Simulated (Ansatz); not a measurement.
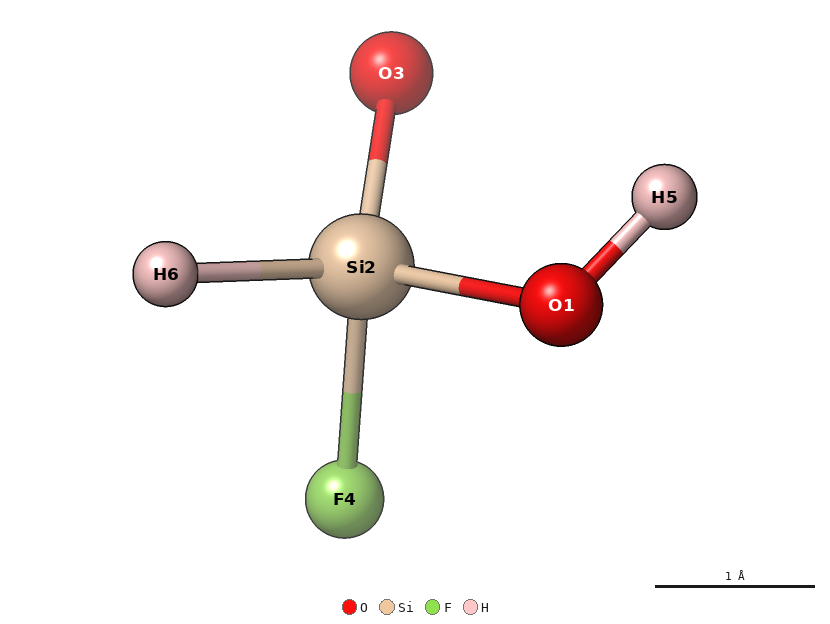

Orthographic view. Depth is shown by fading: the farther an atom, the more it takes the colour of the background. The species has charge −1 and is a spin singlet. Computed geometry: PBE0-D4/def2-TZVPD optimisation. No frequency run is at hand to confirm it as a minimum.

Write a Z-matrix (Å, degrees) in the order of the atom numbers, with these reference atoms: 2 to 1; 3 to 2, 1; 4 to 2, 3, 1; 5 to 1, 2, 3; 6 to 2, 3, 5.

```
O  
Si   1   1.687
O    2   1.549   1   114.4
F    2   1.638   3   116.5   1  -118.7
H    1   0.960   2   106.3   3    -1.9
H    2   1.505   3   118.0   5   123.3
```
